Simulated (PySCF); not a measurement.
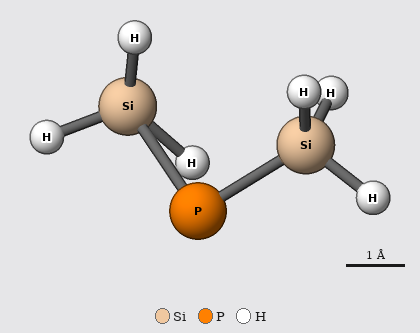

*The structure (ball-and-stick view, seen at a tilt).*

Bond lengths as drawn: H–Si 1.50 to 1.58 Å and P–Si 2.22 to 2.42 Å.

# Irc calculation of Si2PH6 (charge −1) (part 1 of 2)

- system: Si2PH6, charge −1, SMILES [SiH3][P-][SiH3]
- method: HF/ma-def2-SVP, RHF (PySCF 2.14.0)

The input sets isotopic masses. The geometry was optimised with HF/ma-def2-SVP saddle.

### The program's output
```
converged SCF energy = -921.714419427218
lowest modes (1/cm) [  0. +1477.4j 100.1   +0.j  134.7   +0.j ]

WARN: Mole.unit (angstrom) is changed to bohr

converged SCF energy = -921.717935028258
--------------- RHF_Scanner gradients ---------------
         x                y                z
0 Si     0.0036517903    -0.0014418519     0.0003750469
1 P     0.0028190949     0.0096555355     0.0029442120
2 Si     0.0075323127     0.0168534438    -0.0103061993
3 H    -0.0007276774     0.0001399550     0.0001105539
4 H    -0.0000238920    -0.0000757057     0.0000023764
5 H    -0.0008810763    -0.0002095479     0.0000105006
6 H    -0.0014539854    -0.0040931984    -0.0010051433
7 H    -0.0077837173    -0.0166576720     0.0095724065
8 H    -0.0031328494    -0.0041709584    -0.0017037537
----------------------------------------------

WARN: Mole.unit (angstrom) is changed to bohr

converged SCF energy = -921.721867922459
--------------- RHF_Scanner gradients ---------------
         x                y                z
0 Si     0.0051071768    -0.0021654697     0.0004791759
1 P     0.0035177728     0.0125877130     0.0034908799
2 Si     0.0100960912     0.0217503310    -0.0139355861
3 H    -0.0009558372     0.0001840335     0.0001921091
4 H     0.0000352744    -0.0000781526     0.0000045271
5 H    -0.0012276073    -0.0003180996     0.0000011468
6 H    -0.0017978280    -0.0054240448    -0.0016357769
7 H    -0.0103503440    -0.0212081322     0.0140413789
8 H    -0.0044246987    -0.0053281786    -0.0026378546
----------------------------------------------

WARN: Mole.unit (angstrom) is changed to bohr

converged SCF energy = -921.726654661452
--------------- RHF_Scanner gradients ---------------
         x                y                z
0 Si     0.0061573877    -0.0027877322     0.0005123622
1 P     0.0033877845     0.0133220537     0.0032250143
2 Si     0.0116268594     0.0238616215    -0.0166782018
3 H    -0.0010258908     0.0002337963     0.0002686761
4 H     0.0001409958    -0.0000950045     0.0000546635
5 H    -0.0014950917    -0.0003998974    -0.0000162078
6 H    -0.0019359495    -0.0061024413    -0.0022475509
7 H    -0.0114722091    -0.0222863952     0.0182665989
8 H    -0.0053838863    -0.0057460008    -0.0033853545
----------------------------------------------

WARN: Mole.unit (angstrom) is changed to bohr

converged SCF energy = -921.731740007844
--------------- RHF_Scanner gradients ---------------
         x                y                z
0 Si     0.0067813587    -0.0033609055     0.0005286317
1 P     0.0020799409     0.0106215566     0.0018860832
2 Si     0.0120873951     0.0237888228    -0.0188597092
3 H    -0.0009646270     0.0002876600     0.0003548062
4 H     0.0002852119    -0.0000777776     0.0000916614
5 H    -0.0016615939    -0.0004752584    -0.0000604588
6 H    -0.0017279639    -0.0062563829    -0.0027800386
7 H    -0.0108278604    -0.0189972599     0.0227428428
8 H    -0.0060518614    -0.0055304551    -0.0039038187
----------------------------------------------

WARN: Mole.unit (angstrom) is changed to bohr

converged SCF energy = -921.737016709846
--------------- RHF_Scanner gradients ---------------
         x                y                z
0 Si     0.0071833562    -0.0036265930     0.0007100408
1 P     0.0017739691     0.0105288861     0.0005518046
2 Si     0.0114555069     0.0214884637    -0.0194449728
3 H    -0.0008442118     0.0002192449     0.0003641366
4 H     0.0004381806    -0.0000434908     0.0001142474
5 H    -0.0018107604    -0.0004877315    -0.0001308256
6 H    -0.0014059715    -0.0058207032    -0.0030906541
7 H    -0.0105836972    -0.0173152901     0.0250793818
8 H    -0.0062063720    -0.0049427862    -0.0041531588
----------------------------------------------

WARN: Mole.unit (angstrom) is changed to bohr

converged SCF energy = -921.742148428649
--------------- RHF_Scanner gradients ---------------
         x                y                z
0 Si     0.0072712755    -0.0039177564     0.0008078381
1 P     0.0003054513     0.0068807660    -0.0020253501
2 Si     0.0104189196     0.0186708418    -0.0201424469
3 H    -0.0006071512     0.0002387294     0.0003928609
4 H     0.0005753841    -0.0000110668     0.0001560138
5 H    -0.0018874924    -0.0004952911    -0.0002080471
6 H    -0.0009200224    -0.0052460259    -0.0032659370
7 H    -0.0088797643    -0.0119941070     0.0283031846
8 H    -0.0062766001    -0.0041260900    -0.0040181162
----------------------------------------------

WARN: Mole.unit (angstrom) is changed to bohr

converged SCF energy = -921.747343107408
--------------- RHF_Scanner gradients ---------------
         x                y                z
0 Si     0.0074310948    -0.0037842248     0.0011358053
1 P     0.0019053905     0.0117887373    -0.0020182762
2 Si     0.0090430805     0.0156982267    -0.0193191503
3 H    -0.0004809986     0.0000501759     0.0003141306
4 H     0.0006448040     0.0000406190     0.0001456737
5 H    -0.0019852756    -0.0004491345    -0.0002913065
6 H    -0.0007237668    -0.0045335805    -0.0032642905
7 H    -0.0099581300    -0.0151321344     0.0272148490
8 H    -0.0058761987    -0.0036786847    -0.0039174351
----------------------------------------------

WARN: Mole.unit (angstrom) is changed to bohr

converged SCF energy = -921.752423213838
--------------- RHF_Scanner gradients ---------------
         x                y                z
0 Si     0.0072730068    -0.0039020719     0.0012405152
1 P     0.0010043677     0.0092092522    -0.0045814363
2 Si     0.0075989695     0.0127910791    -0.0190808288
3 H    -0.0002010315     0.0000561520     0.0002980321
4 H     0.0007052371     0.0000696954     0.0001854153
5 H    -0.0020021319    -0.0004131544    -0.0003592938
6 H    -0.0002768413    -0.0038792317    -0.0031507611
7 H    -0.0084584880    -0.0109335185     0.0287887295
8 H    -0.0056430885    -0.0029982022    -0.0033403721
----------------------------------------------

WARN: Mole.unit (angstrom) is changed to bohr

converged SCF energy = -921.75735836974
--------------- RHF_Scanner gradients ---------------
         x                y                z
0 Si     0.0072895512    -0.0036295817     0.0015354583
1 P     0.0027511027     0.0144006139    -0.0035134570
2 Si     0.0062597623     0.0106144175    -0.0176091927
3 H    -0.0001148043    -0.0001643896     0.0001917946
4 H     0.0006920948     0.0001123625     0.0001635455
5 H    -0.0020273976    -0.0003601009    -0.0004257588
6 H    -0.0002551067    -0.0033023891    -0.0030054170
7 H    -0.0095363406    -0.0147779066     0.0257435060
8 H    -0.0050588618    -0.0028930259    -0.0030804788
----------------------------------------------

WARN: Mole.unit (angstrom) is changed to bohr

converged SCF energy = -921.76207856586
--------------- RHF_Scanner gradients ---------------
         x                y                z
0 Si     0.0069547656    -0.0036732036     0.0015875086
1 P     0.0021052234     0.0120919245    -0.0057518918
2 Si     0.0048229978     0.0083690398    -0.0167307915
3 H     0.0001723452    -0.0001454714     0.0001516995
4 H     0.0006825905     0.0001257686     0.0002006126
5 H    -0.0019803156    -0.0003054458    -0.0004681650
6 H     0.0000999310    -0.0027604903    -0.0026929769
7 H    -0.0081787369    -0.0112234797     0.0259705948
8 H    -0.0046788010    -0.0024786420    -0.0022665904
----------------------------------------------

WARN: Mole.unit (angstrom) is changed to bohr

converged SCF energy = -921.766480813076
--------------- RHF_Scanner gradients ---------------
         x                y                z
0 Si     0.0068536639    -0.0033160528     0.0018232442
1 P     0.0035586261     0.0163546095    -0.0038647775
2 Si     0.0036707187     0.0070124400    -0.0148508266
3 H     0.0002024325    -0.0003899256     0.0000334266
4 H     0.0006135999     0.0001532268     0.0001649473
5 H    -0.0019333248    -0.0002587960    -0.0005100434
6 H    -0.0000187020    -0.0023340783    -0.0024577420
7 H    -0.0089378751    -0.0145971651     0.0216052291
8 H    -0.0040091393    -0.0026242585    -0.0019434578
----------------------------------------------

WARN: Mole.unit (angstrom) is changed to bohr

converged SCF energy = -921.770557203151
--------------- RHF_Scanner gradients ---------------
         x                y                z
0 Si     0.0063617516    -0.0033472926     0.0017765367
1 P     0.0028756500     0.0134969954    -0.0059980104
2 Si     0.0024057052     0.0055122309    -0.0136647602
3 H     0.0004964169    -0.0003279341    -0.0000102032
4 H     0.0005556094     0.0001410732     0.0002037375
5 H    -0.0018283064    -0.0001983493    -0.0005150476
6 H     0.0002515256    -0.0019293895    -0.0020309522
7 H    -0.0075432172    -0.0109339108     0.0212829671
8 H    -0.0035751351    -0.0024134233    -0.0010442676
----------------------------------------------

WARN: Mole.unit (angstrom) is changed to bohr

converged SCF energy = -921.774199259499
--------------- RHF_Scanner gradients ---------------
         x                y                z
0 Si     0.0062223890    -0.0028636842     0.0019879281
1 P     0.0041633985     0.0173744743    -0.0028825153
2 Si     0.0015352361     0.0048820379    -0.0115536939
3 H     0.0004142071    -0.0006375309    -0.0001365070
4 H     0.0004496049     0.0001601511     0.0001366083
5 H    -0.0017234266    -0.0001729814    -0.0005378343
6 H    -0.0000095577    -0.0016360000    -0.0017815366
7 H    -0.0081749813    -0.0143730748     0.0155620529
8 H    -0.0028768698    -0.0027333920    -0.0007945020
----------------------------------------------

WARN: Mole.unit (angstrom) is changed to bohr

converged SCF energy = -921.777461910436
--------------- RHF_Scanner gradients ---------------
         x                y                z
0 Si     0.0055270064    -0.0029920388     0.0017497128
1 P     0.0030372592     0.0125458088    -0.0061148576
2 Si     0.0005011338     0.0039435931    -0.0103765427
3 H     0.0007727740    -0.0004464044    -0.0001499035
4 H     0.0003712757     0.0001065351     0.0002015201
5 H    -0.0015729551    -0.0001091831    -0.0004842684
6 H     0.0002452757    -0.0013494401    -0.0013154356
7 H    -0.0063884901    -0.0091335130     0.0163637324
8 H    -0.0024932796    -0.0025653576     0.0001260425
----------------------------------------------

WARN: Mole.unit (angstrom) is changed to bohr

converged SCF energy = -921.780112606631
--------------- RHF_Scanner gradients ---------------
         x                y                z
0 Si     0.0055946091    -0.0021355565     0.0021632321
1 P     0.0048841383     0.0191591164     0.0011293792
2 Si     0.0000093836     0.0039857040    -0.0080495261
3 H     0.0003735097    -0.0010197500    -0.0003137458
4 H     0.0002328084     0.0001638433     0.0000262790
5 H    -0.0014296684    -0.0001456530    -0.0005417363
6 H    -0.0002185941    -0.0011806644    -0.0011491473
7 H    -0.0076631398    -0.0157644607     0.0066480098
8 H    -0.0017830469    -0.0030625791     0.0000872554
----------------------------------------------

WARN: Mole.unit (angstrom) is changed to bohr

converged SCF energy = -921.782411578525
--------------- RHF_Scanner gradients ---------------
         x                y                z
0 Si     0.0044186612    -0.0027807755     0.0013688208
1 P     0.0022520267     0.0077055417    -0.0085623540
2 Si    -0.0008090593     0.0031582399    -0.0073634317
3 H     0.0010844842    -0.0003605987    -0.0002061263
4 H     0.0001938366     0.0000037638     0.0002446456
5 H    -0.0012645132    -0.0000376513    -0.0003431091
6 H     0.0002094756    -0.0009716180    -0.0007159912
7 H    -0.0044560863    -0.0041075836     0.0144919190
8 H    -0.0016288254    -0.0026093184     0.0010856270
----------------------------------------------

WARN: Mole.unit (angstrom) is changed to bohr

converged SCF energy = -921.781943234249
--------------- RHF_Scanner gradients ---------------
         x                y                z
0 Si     0.0058150047    -0.0003835096     0.0032675902
1 P     0.0069735341     0.0292902686     0.0167820658
2 Si    -0.0007138280     0.0042650241    -0.0045173544
3 H    -0.0005741226    -0.0021629396    -0.0006146534
4 H    -0.0000474489     0.0003552487    -0.0004615664
5 H    -0.0011168522    -0.0003253245    -0.0007650849
6 H    -0.0007361362    -0.0009980938    -0.0007433893
7 H    -0.0088115791    -0.0263505933    -0.0131792568
8 H    -0.0007885718    -0.0036900806     0.0002316492
----------------------------------------------

WARN: Mole.unit (angstrom) is changed to bohr

converged SCF energy = -921.785009645031
--------------- RHF_Scanner gradients ---------------
         x                y                z
0 Si     0.0040164014    -0.0020781595     0.0014295914
1 P     0.0034601648     0.0122510347    -0.0011209351
2 Si    -0.0012071310     0.0031381779    -0.0049947500
3 H     0.0008430297    -0.0006633494    -0.0002991294
4 H     0.0000563465    -0.0000231977     0.0001507987
5 H    -0.0010537666    -0.0000627173    -0.0002854488
6 H    -0.0001270206    -0.0008234506    -0.0005226354
7 H    -0.0049820537    -0.0089504636     0.0045073806
8 H    -0.0010059704    -0.0027878745     0.0011351279
----------------------------------------------

WARN: Mole.unit (angstrom) is changed to bohr

converged SCF energy = -921.7865901082
--------------- RHF_Scanner gradients ---------------
         x                y                z
0 Si     0.0045440528    -0.0002642971     0.0028979510
1 P     0.0040518911     0.0161832621     0.0086082969
2 Si    -0.0017090678     0.0033626418    -0.0028027014
3 H    -0.0005802754    -0.0021373180    -0.0005360425
4 H    -0.0001782934     0.0004591979    -0.0006520251
5 H    -0.0006232658    -0.0004583188    -0.0007432502
6 H    -0.0002095654    -0.0007273251    -0.0001677582
7 H    -0.0048539199    -0.0135313012    -0.0079118942
8 H    -0.0004415562    -0.0028865416     0.0013074236
----------------------------------------------

WARN: Mole.unit (angstrom) is changed to bohr

converged SCF energy = -921.787227624406
--------------- RHF_Scanner gradients ---------------
         x                y                z
0 Si     0.0017848846    -0.0028482507    -0.0002497142
1 P     0.0010293451    -0.0020746160    -0.0145746011
2 Si    -0.0018821735     0.0023695910    -0.0027440376
3 H     0.0019059906     0.0004927692    -0.0001050915
4 H    -0.0000136563    -0.0004487986     0.0006596725
5 H    -0.0007764304     0.0001827554     0.0002727778
6 H     0.0000263665    -0.0005512394    -0.0001784303
7 H    -0.0015187373     0.0049655632     0.0151600575
8 H    -0.0005555892    -0.0020877742     0.0017593667
----------------------------------------------

WARN: Mole.unit (angstrom) is changed to bohr

converged SCF energy = -921.777620547247
--------------- RHF_Scanner gradients ---------------
         x                y                z
0 Si     0.0082178325     0.0042865798     0.0082505522
1 P     0.0058661735     0.0344041277     0.0368669617
2 Si    -0.0016230351     0.0043920804    -0.0009405037
3 H    -0.0047018420    -0.0061673912    -0.0011864377
4 H    -0.0005537571     0.0019443631    -0.0029418291
5 H    -0.0001857032    -0.0016578728    -0.0024471145
6 H    -0.0005171835    -0.0009615303    -0.0000714527
7 H    -0.0064954712    -0.0326637891    -0.0380704622
8 H    -0.0000070140    -0.0035765675     0.0005402860
----------------------------------------------

WARN: Mole.unit (angstrom) is changed to bohr

converged SCF energy = -921.718039775811
--------------- RHF_Scanner gradients ---------------
         x                y                z
0 Si    -0.0036021795     0.0012431340    -0.0008250937
1 P    -0.0030414388    -0.0094734339    -0.0041918112
2 Si    -0.0083320231    -0.0208207568     0.0095359226
3 H     0.0007658478    -0.0001823777     0.0000445051
4 H     0.0001493622     0.0000728804     0.0000767301
5 H     0.0009088377     0.0001557151     0.0000766389
6 H     0.0015694816     0.0047076242     0.0001945086
7 H     0.0085890594     0.0191478033    -0.0057103707
8 H     0.0029930526     0.0051494115     0.0007989702
----------------------------------------------

WARN: Mole.unit (angstrom) is changed to bohr

converged SCF energy = -921.72232420854
--------------- RHF_Scanner gradients ---------------
         x                y                z
0 Si    -0.0049268218     0.0017254579    -0.0012012500
1 P    -0.0039339926    -0.0121030853    -0.0064463071
2 Si    -0.0118260648    -0.0306392427     0.0152432740
3 H     0.0010427265    -0.0002871508     0.0000951267
4 H     0.0002121208     0.0001180791     0.0000890187
5 H     0.0012524149     0.0001972729     0.0001178820
6 H     0.0023763065     0.0067566171     0.0001140923
7 H     0.0116910479     0.0267163712    -0.0089224625
8 H     0.0041122626     0.0075156807     0.0009106258
----------------------------------------------

WARN: Mole.unit (angstrom) is changed to bohr

converged SCF energy = -921.727909703431
```
